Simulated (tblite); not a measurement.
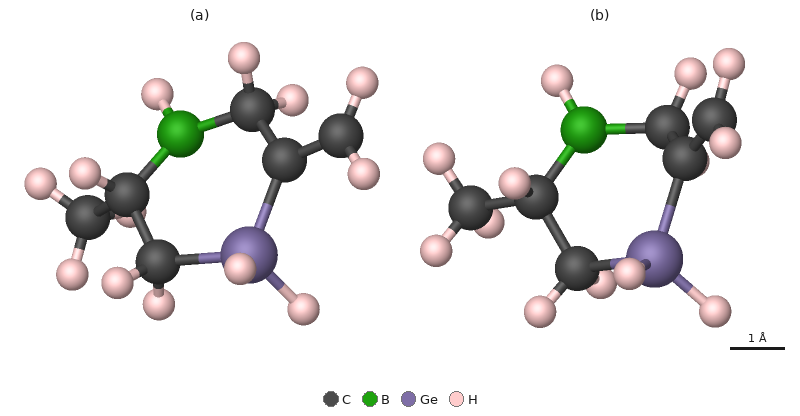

The structure of C6H13BGe before (left) and after (right) a relaxation, at one scale.

Style: ball-and-stick. Shown at a tilt.

All numbers below come from tblite, GFN2-xTB geometry optimisation, gas phase. 

### What changed between the two?

An H atom moves most after the best rigid fit: 1.31 Å. By element the largest moves are H 1.31 Å, C 0.65 Å, Ge 0.13 Å, B 0.10 Å. Near-neighbour distances that change, for instance: C–Ge 1.907 → 1.977 Å, C–Ge 1.900 → 1.958 Å, C–C 1.484 → 1.535 Å, Ge–H 1.555 → 1.508 Å. Among the angles between lasting bonds that change: C–C–Ge 122.9° → 113.3°, B–C–C 105.2° → 113.8°, C–B–C 129.1° → 121.6°. Groups turn about C–C by about 55°, B–C by about 55°, C–C by about 40°. After 125 geometry steps the energy has fallen by 92.4 kJ/mol.
